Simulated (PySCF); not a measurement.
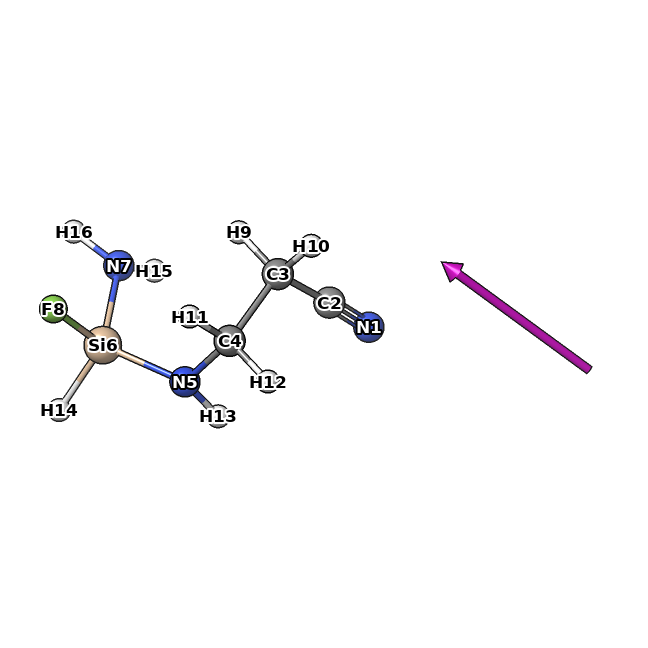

The arrow beside the molecule shows the direction of the dipole moment, from the negative to the positive end (its length means nothing). Computed geometry: GFN2-xTB optimisation. No frequency run is at hand to confirm it as a minimum. Properties computed with CAM-B3LYP/def2-SVPD, gas phase (PySCF 2.14.0).

Question: Estimate the dipole moment.

Answer: 1.69 D; it points from the side of N1 to the side of F8, H16 (the outermost atoms at the two ends).

The geometry is semi-empirical. Around Si such bond lengths and angles can be off by a tenth of an ångström or more and by several degrees, and values that hang on the shape move with them.
